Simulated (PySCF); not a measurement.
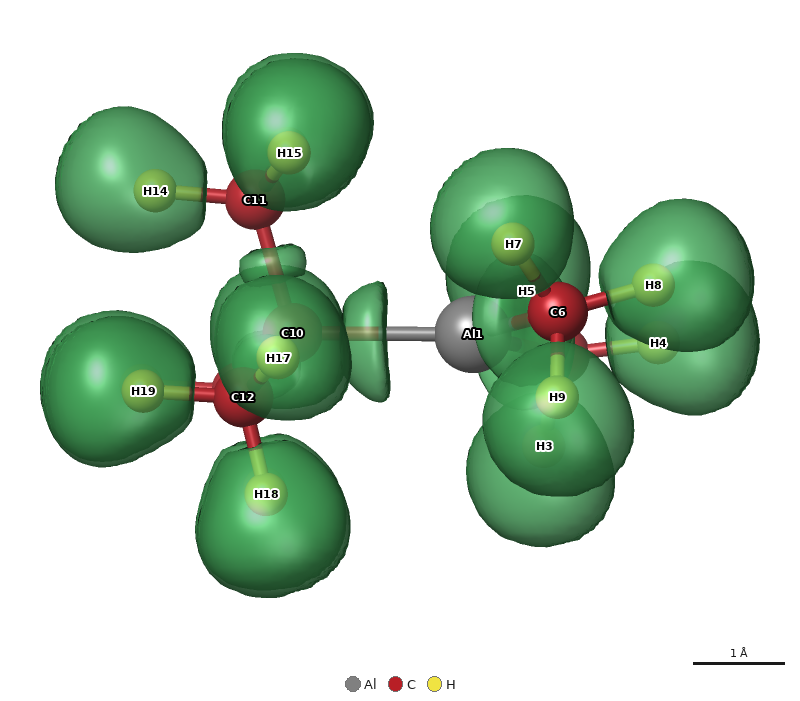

*C6H15Al (SMILES [CH3][Al]([CH3])[C](C)(C)C). Isosurface of the electron localisation function at 0.85 (green), seen from one side. Only the valence region is drawn (cores and ρ < 0.01 e/Å³ removed).*

Geometry: PBE0-D3(BJ)/def2-SVP.

Method: PBE0/pcSseg-1 Al:pcSseg-2, SCF density, gas phase, non-relativistic (PySCF).

```xyz
22

Al    0.5609    0.9659   -0.0013
C     2.5239    0.9400   -0.0309
H     2.9196    0.5445    0.9214
H     2.9775    1.9306   -0.1919
H     2.9014    0.2647   -0.8184
C    -0.4651    2.6387   -0.0539
H    -1.3579    2.5541   -0.6965
H     0.1221    3.5046   -0.3985
H    -0.8403    2.8846    0.9563
C    -0.4332   -0.7612    0.0508
C    -0.8699   -1.0453   -1.3931
C    -1.6771   -0.6430    0.9347
C     0.4496   -1.9065    0.5468
H    -1.4462   -1.9901   -1.4522
H    -1.5214   -0.2521   -1.7996
H    -0.0114   -1.1571   -2.0789
H    -2.3437    0.1732    0.6094
H    -1.4222   -0.4570    1.9920
H    -2.2723   -1.5772    0.9085
H     0.7751   -1.7589    1.5904
H     1.3601   -2.0262   -0.0637
H    -0.0935   -2.8715    0.5116
```

Identify the bonds, lone pairs and shells in this picture.

Answer. At this value the surface marks out three regions between bonded Al–C atoms (shared pairs), three regions between bonded C–C atoms (shared pairs) and 15 regions around hydrogen nuclei.

Values along the shortest contacts:
C–C (1.53 Å): the ELF peaks at about 0.95 between the atoms (a shared electron pair). C–Al (1.96 Å): the ELF peaks at about 0.95 between the atoms, as expected for a shared but strongly polarised pair.
